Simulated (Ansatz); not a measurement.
# AlPNH4OF (SMILES [NH2][Al]([F])[PH]O) at HF/3-21G

What is the energy change on altering one bond length of AlPNH4OF at HF/3-21G? 

Program for the calculation: Ansatz 0.2.0.

147 further runs of the same task are left out: 147 set aside as unsound or not needed.

## (1) The molecule

AlPNH4OF: 9 atoms, total charge 0, spin state singlet. As SMILES, `[NH2][Al]([F])[PH]O`. The shape is that of a PBE0-D4/def2-TZVP optimisation. This is one conformer, not always the lowest.

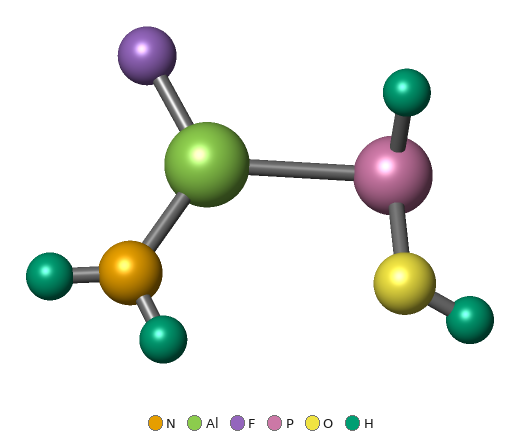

Viewed from a chosen angle; nitrogen amber, aluminium green, fluorine purple, phosphorus pink, oxygen yellow, hydrogen teal.

## (2) The energy at HF/3-21G

job.yaml

```yaml
crystal:
  periodic: [false, false, false]
  atoms:
    - {symbol: "N", position_ang: [1.489200, 1.004600, -0.185800]}
    - {symbol: Al, position_ang: [0.882400, -0.572900, 0.285200]}
    - {symbol: F, position_ang: [1.905300, -1.677400, 0.966000]}
    - {symbol: P, position_ang: [-1.322700, -1.196100, -0.158400]}
    - {symbol: O, position_ang: [-1.889900, 0.351100, -0.471500]}
    - {symbol: H, position_ang: [0.893900, 1.722700, -0.565900]}
    - {symbol: H, position_ang: [2.431700, 1.338900, -0.072400]}
    - {symbol: H, position_ang: [-1.643200, -1.310200, 1.230300]}
    - {symbol: H, position_ang: [-2.658100, 0.293000, -1.044600]}
basis:
  gaussian: {orbitals: 3-21G.json}
hamiltonian: {xc: hf}
accuracy: high
output: {orbitals: {seedname: orbitals}}
```

The basis set 3-21G is read from a file made from the Basis Set Exchange's data (not shown).

On the command line:

```console
$ ansatz run job.yaml --threads 1 --pin off --max-ram 3480MiB --events-out events.jsonl --progress --plain --runs-dir runs
```

Standard output:

```text
Warning: RAYON_NUM_THREADS=1 ignored (pool sized by the plan → 1); use --threads N
Functional definition: HF
  name "HF"
  exchange = exact_x
  correlation = 0
1391 factors; integrals over basis functions are off by at most 8.9e-9 eV
mean field evaluation 1: about -22023.8573 eV, gradient 4.6e1 eV
mean field evaluation 2: about -22024.1802 eV, gradient 4.7e1 eV
mean field evaluation 4: about -22028.4251 eV, gradient 2.2e0 eV
mean field evaluation 8: about -22028.4809 eV, gradient 3.0e-1 eV
mean field evaluation 16: about -22028.4814 eV, gradient 1.5e-7 eV
mean field -22028.48138130 eV, -809.5317593220 hartree, gradient 9.2e-9 eV, S^2 0.000000; 0 other end points of the search recorded, 0 dependent functions left out
reference -22028.48138130 eV, -809.5317593220 hartree; 28, 28 occupied and 33, 33 virtual orbitals, 1391 factors
Total energy: -22028.48138130 eV, -809.5317593220 hartree
```

Wall time 1.1 s (1 thread of Arm Neoverse V1, shared host); peak memory 0.15 GiB.

## (3) The distorted shape

molecule.yaml

```yaml
crystal:
  periodic: [false, false, false]
  atoms:
    - {symbol: N, position_ang: [1.585351, 1.038830, -0.602416]}
    - {symbol: Al, position_ang: [0.978551, -0.538670, -0.131416]}
    - {symbol: F, position_ang: [2.001451, -1.643170, 0.549384]}
    - {symbol: P, position_ang: [-1.226549, -1.161870, -0.575016]}
    - {symbol: O, position_ang: [-1.793749, 0.385330, -0.888116]}
    - {symbol: H, position_ang: [0.990051, 1.756930, -0.982516]}
    - {symbol: H, position_ang: [2.527851, 1.373130, -0.489016]}
    - {symbol: H, position_ang: [-1.643200, -1.310200, 1.230300]}
    - {symbol: H, position_ang: [-2.561949, 0.327230, -1.461216]}
basis:
  gaussian:
    orbitals: 3-21G.json
hamiltonian:
  xc: hf
accuracy: high
output:
  orbitals: {seedname: orbitals}
```

The basis set 3-21G is read from a file made from the Basis Set Exchange's data (not shown).

On the command line:

```console
$ ansatz run molecule.yaml --threads 1 --pin off --max-ram 3480MiB --events-out events.jsonl --progress --plain --runs-dir runs
```

Standard output:

```text
Warning: RAYON_NUM_THREADS=1 ignored (pool sized by the plan → 1); use --threads N
[... 4 set-up lines as earlier in the session ...]
1387 factors; integrals over basis functions are off by at most 7.0e-9 eV
mean field evaluation 1: about -22022.8897 eV, gradient 4.6e1 eV
mean field evaluation 2: about -22023.2071 eV, gradient 4.7e1 eV
mean field evaluation 4: about -22027.4851 eV, gradient 2.3e0 eV
mean field evaluation 8: about -22027.5478 eV, gradient 3.5e-1 eV
mean field evaluation 16: about -22027.5488 eV, gradient 1.4e-7 eV
mean field -22027.54877875 eV, -809.4974868101 hartree, gradient 1.3e-8 eV, S^2 0.000000; 0 other end points of the search recorded, 0 dependent functions left out
reference -22027.54877875 eV, -809.4974868101 hartree; 28, 28 occupied and 33, 33 virtual orbitals, 1387 factors
Total energy: -22027.54877875 eV, -809.4974868101 hartree
```

Run time: 1.1 s. Hardware: 1 thread of Arm Neoverse V1, shared host; peak memory 0.15 GiB.

## (4) Summary of results

At HF/3-21G:

| quantity | value |
| --- | --- |
| first shape: total energy | -809.53176 Eh |
| first shape: HOMO energy | -9.41 eV |
| first shape: LUMO energy | 2.89 eV |
| first shape: HOMO–LUMO gap | 12.30 eV |
| distorted shape: total energy | -809.49749 Eh |
| distorted shape: HOMO energy | -9.58 eV |
| distorted shape: LUMO energy | 2.41 eV |
| distorted shape: HOMO–LUMO gap | 11.98 eV |
| energy change with the P4–H8 bond stretched from 1.430 to 1.859 Å | 0.933 eV |

**Reading.** With the P4–H8 bond stretched from 1.430 to 1.859 Å the energy rises by 0.93 eV (21.5 kcal/mol). The first shape isn't relaxed at this level, so the change isn't measured from a minimum.
